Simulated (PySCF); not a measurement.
Ge(Me)2(SeH)2, SMILES [CH3][Ge]([CH3])([SeH])[SeH] at its PBE0/def2-SVP optimised geometry (Å):

```
13

C      1.2585     1.0007     1.2321
Ge    -0.0699     0.2759     0.0000
C      0.1108     1.0009    -1.8010
Se     0.0569    -2.0944     0.0000
Se    -2.2719     0.7983     0.6848
H      1.1194     0.5761     2.2358
H      2.2719     0.7545     0.8797
H      1.1535     2.0944     1.2857
H      1.1053     0.7518    -2.1998
H     -0.6511     0.5662    -2.4626
H     -0.0038     2.0953    -1.7842
H      1.5307    -2.0944     0.0000
H     -2.0980     0.1559     1.9968
```

Method: PBE0/def2-TZVP (PySCF). Cells within 0.4 Å of a nucleus heavier than hydrogen are left out (blank, or x).

Map of the Laplacian of the electron density (e/bohr⁵), clipped to [-1.50, 1.50] on the plane z = 0.0 Å:

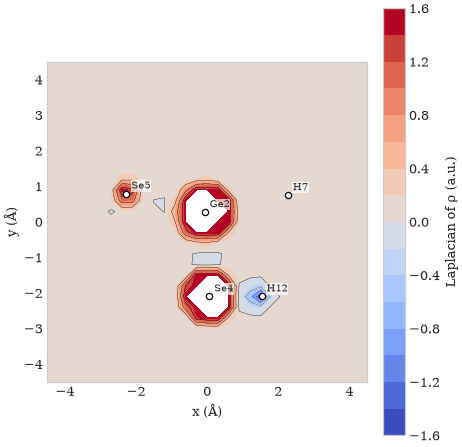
Laplacian of the electron density (e/bohr⁵), clipped to [-1.50, 1.50] on the plane z = 0.0 Å.
